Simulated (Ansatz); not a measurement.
**AlHO (singlet): trial inputs and their diagnosis at scale of all distances = 0.871**

3 inputs are run for AlHO (singlet) as typed; the log has to tell whether the result can be used and what must change.

The runs use Ansatz 0.2.0, Gaussian basis; the settings change from run to run.

**1. What is computed**

The geometry derives from a PBE0/def2-TZVP stationary point (not a proven minimum). All distances are scaled together.

3 atoms, charge 0, spin multiplicity 1.

Atoms are counted from 1 here; the program's logs count them from 0.

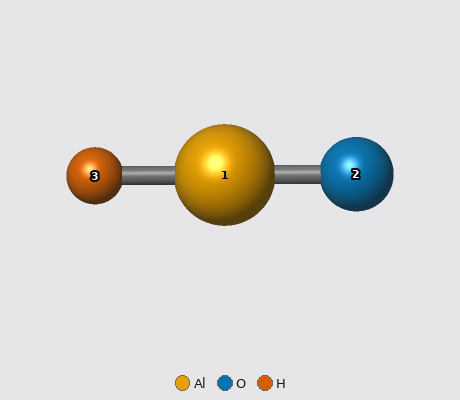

The structure; aluminium amber, oxygen blue, hydrogen orange; atoms are numbered from 1 in the order of the file.

**2. Input 1**

in.yaml

```yaml
crystal:
  periodic: [false, false, false]
  atoms:
    - {symbol: Al, position_ang: [0.000000, 0.000000, 0.007378]}
    - {symbol: O, position_ang: [0.000000, 0.000000, -1.380776]}
    - {symbol: H, position_ang: [0.000000, 0.000000, 1.373398]}
basis:
  gaussian: {orbitals: STO-3G}
correlation: {method: fic_mrcisd_q, electrons: all, active_space: {window: {electrons: 2, orbitals: 2}, places: [1, 2]}}
```

The run is started by

```
$ ansatz run in.yaml --threads 1 --pin off --events-out ev --progress --plain --max-ram 2393MiB
```

Output:

```text
Error: invalid value for `correlation.active_space`: name one of window, places and ras
```

It took 0.03 s on 1 thread of Arm Neoverse N1, shared host.

**Diagnosis.** The run was refused. The active space is defined twice. Fix: keep one definition.

**3. Input 2**

in.yaml

```yaml
crystal:
  periodic: [false, false, false]
  atoms:
    - {symbol: Al, position_ang: [0.000000, 0.000000, 0.007378]}
    - {symbol: O, position_ang: [0.000000, 0.000000, -1.380776]}
    - {symbol: H, position_ang: [0.000000, 0.000000, 1.373398]}
basis:
  gaussian: {orbitals: aug-cc-pVDZ, fitting: {mean_field: def2-universal-jkfit}}
magnetization: {spin_polarized: false}
hamiltonian: {xc: hf}
frozen_core: true
output: {forces: true, orbitals: {seedname: orbitals}}
```

The command is unchanged.

Output:

```text
Error: YAML parse error: error: line 11 column 1: unknown field `frozen_core`, expected one of crystal, accuracy, basis, kpoints, hamiltonian, magnetization, projection, total_charge, correlation, batch, efield, external_charges, scf, relax, neb, saddle, md, ramp, phonons, dielectric, real_time, elastic, magnetic_configurations, gw, evaluate, workflow, output, checkpoint, execution
  --> <input>:11:1
   |
 9 | magnetization: {spin_polarized: false}
10 | hamiltonian: {xc: hf}
11 | frozen_core: true
   | ^ unknown field `frozen_core`, expected one of crystal, accuracy, basis, kpoints, hamiltonian, magnetization, projection, total_charge, correlation, batch, efield, external_charges, scf, relax, neb, saddle, md, ramp, phonons, dielectric, real_time, elastic, magnetic_configurations, gw, evaluate, workflow, output, checkpoint, execution
12 | output: {forces: true, orbitals: {seedname: orbitals}}
   |
```

Wall time 0.03 s (1 thread of Arm Neoverse N1, shared host).

Diagnosis: The run was refused. The input holds a key that the program doesn't read here. To mend it, remove it or spell it as the reference does.

**4. Input 3**

in.yaml

```yaml
crystal:
  periodic: [false, false, false]
  atoms:
    - {symbol: Al, position_ang: [0.000000, 0.000000, 0.007378]}
    - {symbol: O, position_ang: [0.000000, 0.000000, -1.380776]}
    - {symbol: H, position_ang: [0.000000, 0.000000, 1.373398]}
basis:
  gaussian: {orbitals: 6-31G}
magnetization: {spin_polarized: false}
correlation: {method: ccsd_t, frozen_orbitals: {Al: 9}}
scf: {lower_state_search: off}
```

Launched as before.

Output:

```text
Functional definition: HF
  name "HF"
  cite "Fock, Z. Phys. 61, 126 (1930) doi:10.1007/BF01340294"
  parent pbe
  exchange = exact_x
  correlation = 0
these checks for a lower state are left out or cut short: stability, starts, cluster_reference, orbital_swaps, neighbouring_geometries, increment
Error: "frozen_orbitals" has no count for O
```

Wall time 0.06 s (1 thread of Arm Neoverse N1, shared host).

Diagnosis: The run was refused. The frozen-orbital counts are incomplete or too large. Fix: leave frozen_orbitals out, or give each element a count that its core has.

**5. Summary**

```
input                 level    ended                                                     cause    time
    1  MRCISD+Q(2,2)/STO-3G  refused                         the active space is defined twice  0.03 s
    2        HF/aug-cc-pVDZ  refused  the input holds a key that the program doesn't read here  0.03 s
    3  CCSD(T) on RHF/6-31G  refused     the frozen-orbital counts are incomplete or too large  0.06 s
```

3 refused.
